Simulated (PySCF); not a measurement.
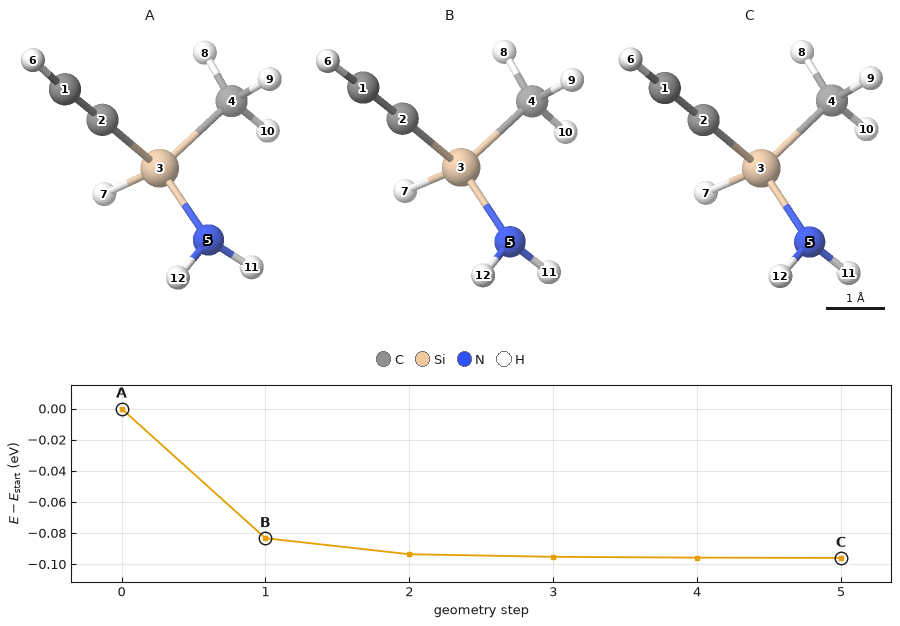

Frames of a relaxation of C3H7NSi, marked on the history of the run. A ball-and-stick model, seen from a free direction.

The start comes from GFN2-xTB. Its atoms were then displaced at random by about 0.01 Å.

Method: PBE0-D3(BJ)/def2-SVP geometry optimisation, gas phase (PySCF 2.14.0, density-fitted response routines). 

Describe the path.

Answer. Over 5 geometry steps the energy falls by 0.096 eV. H11 moves most after the best rigid fit: 0.13 Å. By element the largest moves are H 0.13 Å, Si 0.04 Å, N 0.04 Å, C 0.04 Å. Among the contacts that change: C4–H9 1.058 → 1.100 Å, C1–H6 1.044 → 1.076 Å, C4–H10 1.124 → 1.102 Å, C2–Si3 1.864 → 1.843 Å. Bond angles that change, for instance: C4–Si3–H7 111.9° → 108.7°, C2–C1–H6 176.7° → 179.7°, Si3–C4–H9 113.3° → 110.4°. Cost: 26 s on 1 thread of Arm Neoverse V1, with other jobs on the host. From step 0 to 1: H11 moves most (0.14 Å), energy −0.083 eV. From step 1 to 5: H6 moves most (0.06 Å), energy −0.013 eV.
